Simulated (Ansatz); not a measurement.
A series of calculations on C3H4O2

**1. Relaxation**

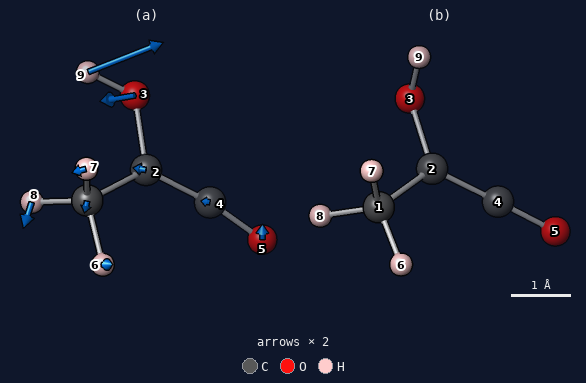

The structure of C$_{3}$H$_{4}$O$_{2}$ before (left) and after (right) a relaxation, at one scale. The blue arrows give the displacements, magnified 2 times.

A ball-and-stick model, seen at a tilt.

The run prepares an end point of a later path (torsion) calculation, from a guessed geometry.

All numbers below come from RKS B3LYP/def2-SVP in Ansatz 0.2.0. Set-up: no spin polarisation; force threshold 0.015 eV/Å; at most 40 steps.

Question: What changed between the two?

Answer: After 14 accepted moves (16 points after the start) the energy has fallen by 10.4 kcal/mol. Largest force component: 3.2 eV/Å at the start, 0.009 eV/Å at the end. The line search rejected the trial steps at points 6, 14 of the run. The atom that moves furthest after the best rigid fit is H9 (0.71 Å). By element the largest moves are H 0.71 Å, O 0.38 Å, C 0.13 Å. Some distances before and after: C1–H7 1.050 → 1.106 Å, C1–H6 1.154 → 1.101 Å, C2–O3 1.353 → 1.391 Å, C1–H8 1.067 → 1.104 Å. Bond angles that change, for instance: C1–C2–C4 130.2° → 122.6°, C2–C4–O5 171.9° → 179.0°, H7–C1–H8 112.9° → 107.6°. Groups turn about C2–O3 by about 75°.

**2. Relaxation**

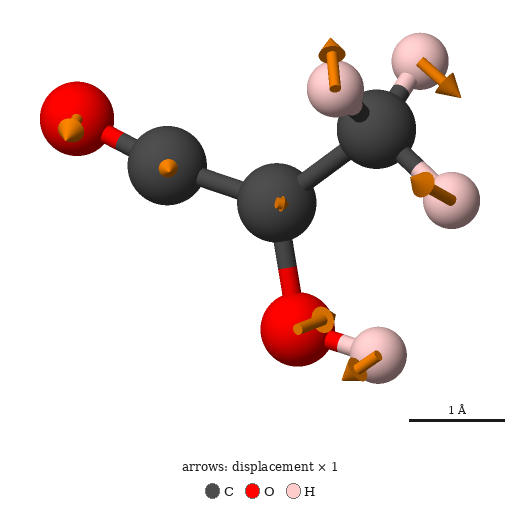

A relaxation of C3H4O2. The starting structure is drawn; orange arrows show the displacements, at their true length. The two geometries are superimposed by the best rigid fit.

The picture is a ball-and-stick view, seen at a tilt.

The run prepares an end point of a later path (torsion) calculation, from a guessed geometry.

All numbers below come from Ansatz, RKS B3LYP/def2-SVP.

Input
```yaml
crystal:
  periodic: [false, false, false]
  atoms:
    - { symbol: C, position_ang: [-0.5677, -0.8007, -0.2883] }
    - { symbol: C, position_ang: [0.2725, 0.355, 0.1284] }
    - { symbol: O, position_ang: [0.03594, 1.51448, -0.52829] }
    - { symbol: C, position_ang: [1.16617, 0.4532, 1.09075] }
    - { symbol: O, position_ang: [1.99113, 0.38058, 1.91625] }
    - { symbol: H, position_ang: [-1.305, -0.4242, -1.092] }
    - { symbol: H, position_ang: [0.0041, -1.5903, -0.6779] }
    - { symbol: H, position_ang: [-1.1735, -1.0957, 0.5392] }
    - { symbol: H, position_ang: [-0.64062, 1.42591, -1.22273] }
basis:
  gaussian: { orbitals: def2-SVP }
hamiltonian:
  xc: b3lyp
relax:
  f_tol: 0.015
  max_steps: 40
```

Launched with:
```bash
ansatz run input.yaml --threads 1 --pin off --max-ram 2048MiB --backend cpu --events-out ev --progress --plain --runs-dir out
```

**What happened in the run?**

The atom that moves furthest after the best rigid fit is H6 (0.77 Å). By element the largest moves are H 0.77 Å, O 0.71 Å, C 0.21 Å. Near-neighbour distances that change, for instance: C1–H7 1.050 → 1.104 Å, C1–H6 1.154 → 1.106 Å, C2–O3 1.353 → 1.390 Å, C1–H8 1.067 → 1.101 Å. Bond angles that change, for instance: C1–C2–C4 130.2° → 122.7°, C2–C4–O5 171.9° → 178.9°, C2–O3–H9 112.9° → 108.1°. Groups turn about C2–O3 by about 75°, C1–C2 by about 60°. The energy falls by 58.2 kJ/mol in 13 geometry steps. The largest force component goes from 2.2 to 0.014 eV/Å.

**3. Path**

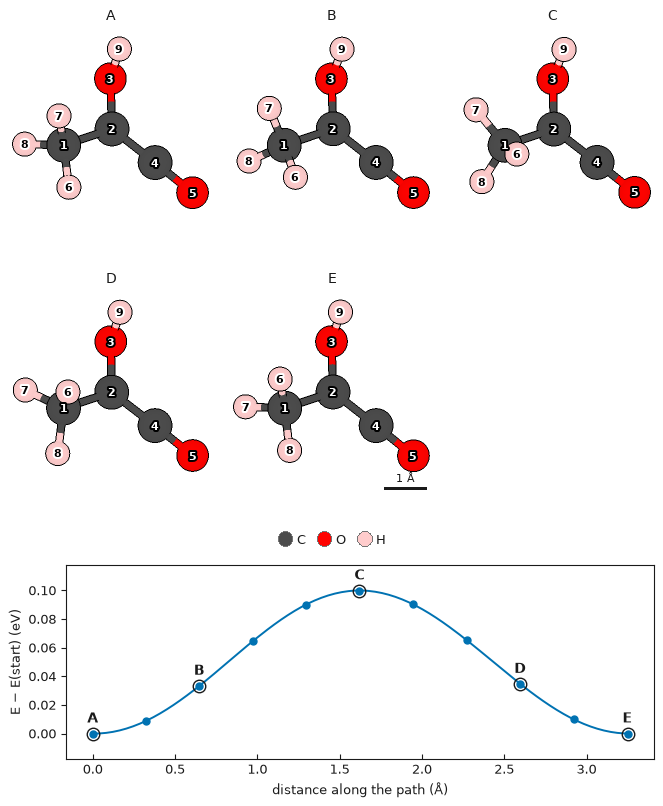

NEB run on C3H4O2. Images are numbered from 0 (start) to 10 (end). Frames A to E are images 0, 2, 5, 8, 10. A ball-and-stick model, seen at a tilt.

Level of theory: RKS B3LYP/def2-SVP in Ansatz. Run with 9 movable images; climbing image; force threshold 0.05 eV/Å; iteration limit 40; starting path by image-dependent pair potential.

Read off the barrier and say what moves.

Answer. The motion is a rotation about the C1–C2 bond by about 120°. No bond forms or breaks between the ends. Bond angles that change up to the highest image, for instance: C2–C1–H7 111.2° → 106.8°, C2–C1–H8 110.2° → 113.1°. The two ends have the same energy, and the highest point, image 5, lies 0.100 eV above the start. The band is converged. At the top, the vibrational analysis gives one imaginary mode (202i cm⁻¹), as a transition state must have.

The run took 2.4 min on 1 thread of Arm Neoverse V1, with other jobs on the host, peak memory 0.17 GiB.
